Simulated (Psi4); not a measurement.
# C3H2O (propiolaldehyde): MP2/6-311+G(d,p)

What is the vertical singlet–triplet gap of C3H2O (propiolaldehyde) at MP2/6-311+G**? 

The results are computed with Psi4 1.11.

2 further runs of the same task are left out: 2 set aside as unsound or not needed.

## Step 1: The system as given

The species is C3H2O (6 atoms), meant as a singlet with charge 0. SMILES: `C#CC=O`. The coordinates come from a PBE0-D4/def2-TZVP relaxation.

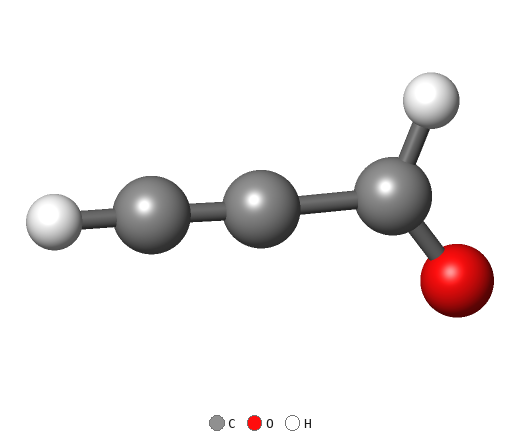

Viewed from a chosen angle; carbon grey, oxygen red, hydrogen white.

## Step 2: The energy at MP2/6-311+G(d,p)

Input file input.dat:

```
memory 1600 mb

molecule m {
  0 1
  C     -0.68426983     2.01879442    -1.94981942
  C     -0.18179165     0.38852769    -0.45088865
  C      0.51551729    -1.50214330     1.38781487
  O     -0.60301161    -3.45800984     1.68072242
  H     -1.15896903     3.44383689    -3.29095805
  H      2.19208230    -1.01232628     2.53601246
  units au
  symmetry c1
}

set {
  basis 6-311+G**
  puream true
  e_convergence 1e-09
  d_convergence 1e-08
  scf_type pk
  num_frozen_docc 4
  mp2_type conv
}

energy('mp2')
```

Run with:

```console
$ psi4 input.dat output.dat -n 1
```

output.dat:

```text
[...]
  Running in c1 symmetry.
[...]
  Nuclear repulsion =   89.271270731418667
[...]
  Multiplicity = 1
[...]
  Nalpha       = 14
  Nbeta        = 14
[...]
    Number of basis functions: 100
[...]
   @RHF iter   1:  -189.49864786601654   -1.10445e+00   4.53343e-03 DIIS/ADIIS
[...]
   @RHF iter  13:  -189.59236078482260   -6.13340e-11   8.60424e-09 DIIS
[...]
    Orbital Energies [Eh]
    ---------------------
    Doubly Occupied:
       1A    -20.584375     2A    -11.372344     3A    -11.276174
       4A    -11.264410     5A     -1.424448     6A     -1.077566
       7A     -0.921946     8A     -0.762002     9A     -0.719846
      10A     -0.672017    11A     -0.568370    12A     -0.466560
      13A     -0.435034    14A     -0.429087
[...]
  @RHF Final Energy:  -189.59236078482260
   => Energetics <=
    Nuclear Repulsion Energy =             89.2712707314186673
    One-Electron Energy =                -433.7789038416930225
    Two-Electron Energy =                 154.9152723254517525
    Total Energy =                       -189.5923607848226027
[...]
 Multipole Moments:
 ------------------------------------------------------------------------------------
     Multipole            Electronic (a.u.)      Nuclear  (a.u.)        Total (a.u.)
 ------------------------------------------------------------------------------------
 L = 1.  Multiply by 2.5417464519 to convert [e a0] to [Debye]
 Dipole X            :         -0.2572412            0.7469126            0.4896714
 Dipole Y            :         -0.7905773            1.9709284            1.1803511
 Dipole Z            :          0.2886826           -0.6274852           -0.3388025
 Magnitude           :                                                    1.3220416
[...]
	SCS-MP2 Total Energy (a.u.)        :  -190.16992411349105
	SOS-MP2 Total Energy (a.u.)        :  -190.11851759968522
	SCSN-MP2 Total Energy (a.u.)       :  -189.86378717771751
[...]
	SOS-PI-MP2 Total Energy (a.u.)     :  -190.20621040216233
[...]
	MP2 Total Energy (a.u.)            :  -190.18504433862569
[...]
```

Run time: 6.3 s. Hardware: 1 thread of Intel Xeon Platinum 8488C (Sapphire Rapids), shared host; peak memory 0.59 GiB.

## Step 3: The triplet, same level

Input file calc.py:

```python
import psi4

psi4.set_memory(1600000000)
psi4.set_num_threads(1)
psi4.set_output_file('run.log', False)

geom = psi4.geometry("""
0 3
C     -0.68426983     2.01879442    -1.94981942
C     -0.18179165     0.38852769    -0.45088865
C      0.51551729    -1.50214330     1.38781487
O     -0.60301161    -3.45800984     1.68072242
H     -1.15896903     3.44383689    -3.29095805
H      2.19208230    -1.01232628     2.53601246
units bohr
symmetry c1
""")

psi4.set_options({
    'basis': '6-311+G**',
    'reference': 'uhf',
    'puream': True,
    'e_convergence': 1e-09,
    'd_convergence': 1e-08,
    'scf_type': 'pk',
    'num_frozen_docc': 4,
    'mp2_type': 'conv',
    'maxiter': 200,
})

E = psi4.energy("mp2", molecule=geom)
print(f'total energy {E:.8f} hartree = {E * 27.211386:.5f} eV')
```

Run with:

```console
$ python calc.py
```

run.log:

```text
[...]
  Running in c1 symmetry.
[...]
  Nuclear repulsion =   89.271270731418667
[...]
  Multiplicity = 3
[...]
  Nalpha       = 15
  Nbeta        = 13
[...]
    Number of basis functions: 100
[...]
   @UHF iter   1:  -189.34758431408991   -9.53389e-01   4.17046e-03 DIIS/ADIIS
[...]
   @UHF iter  22:  -189.50684357398612   -3.49587e-12   5.22271e-09 DIIS
[...]
   @S^2 Observed:                2.135022290E+00
[...]
    Orbital Energies [Eh]
    ---------------------
    Alpha Occupied:
       1A    -20.689374     2A    -11.318120     3A    -11.248276
       4A    -11.244490     5A     -1.550988     6A     -1.062628
       7A     -0.951282     8A     -0.815085     9A     -0.755369
      10A     -0.724481    11A     -0.713594    12A     -0.575158
      13A     -0.464514    14A     -0.418138    15A     -0.307693
    Alpha Virtual:
      16A      0.066812    17A      0.071700    18A      0.097155
      19A      0.106180    20A      0.117238    21A      0.122289
      22A      0.141331    23A      0.163212    24A      0.173027
      25A      0.180652    26A      0.234349    27A      0.246386
[...]
  @UHF Final Energy:  -189.50684357398612
   => Energetics <=
    Nuclear Repulsion Energy =             89.2712707314186673
    One-Electron Energy =                -433.4876590026736380
    Two-Electron Energy =                 154.7095446972688535
    Total Energy =                       -189.5068435739861172
  UHF NO Occupations:
  HONO-2 :   13  A 1.9567383
  HONO-1 :   14  A 1.0000000
[...]
 Multipole Moments:
 ------------------------------------------------------------------------------------
     Multipole            Electronic (a.u.)      Nuclear  (a.u.)        Total (a.u.)
 ------------------------------------------------------------------------------------
 L = 1.  Multiply by 2.5417464519 to convert [e a0] to [Debye]
 Dipole X            :         -0.4515371            0.7469126            0.2953755
 Dipole Y            :         -1.6937219            1.9709284            0.2772065
 Dipole Z            :          0.7057631           -0.6274852            0.0782779
 Magnitude           :                                                    0.4125743
[...]
	SCS-MP2 Total Energy (a.u.)        :  -190.01652878067409
	SOS-MP2 Total Energy (a.u.)        :  -189.97054287584805
	SCSN-MP2 Total Energy (a.u.)       :  -189.74964915146771
[...]
	SOS-PI-MP2 Total Energy (a.u.)     :  -190.04782609282506
[...]
	MP2 Total Energy (a.u.)            :  -190.03121737334925
[...]
```

The script printed:

```text
total energy -190.03121737 hartree = -5171.01281 eV
```

Run time: 8.4 s. Hardware: 1 thread of Intel Xeon Platinum 8488C (Sapphire Rapids), shared host; peak memory 0.6 GiB.

## Step 4: Outcome

Level: MP2/6-311+G**, 4 core orbitals frozen.

| quantity | value |
| --- | --- |
| singlet: total energy | -190.18504 Eh |
| singlet: HOMO energy (Hartree–Fock orbitals) | -11.68 eV |
| singlet: LUMO energy (Hartree–Fock orbitals) | 1.60 eV |
| singlet: HOMO–LUMO gap (Hartree–Fock orbitals) | 13.27 eV |
| singlet: correlation energy (4 core orbitals frozen) | -592.7 mEh |
| triplet: total energy | -190.03122 Eh |
| triplet: HOMO energy (Hartree–Fock orbitals) (highest over α and β) | -8.37 eV |
| triplet: LUMO energy (Hartree–Fock orbitals) (lowest over α and β) | 0.88 eV |
| triplet: correlation energy (4 core orbitals frozen) | -524.4 mEh |
| triplet: ⟨S²⟩ of the reference determinant | 2.135 |
| vertical energy of the triplet above the singlet | 4.186 eV |

In words: At this shape the triplet lies 4.19 eV (97 kcal/mol) above the singlet. ⟨S²⟩ (triplet) is 2.14 where a pure triplet has 2.00: the reference is spin-contaminated.
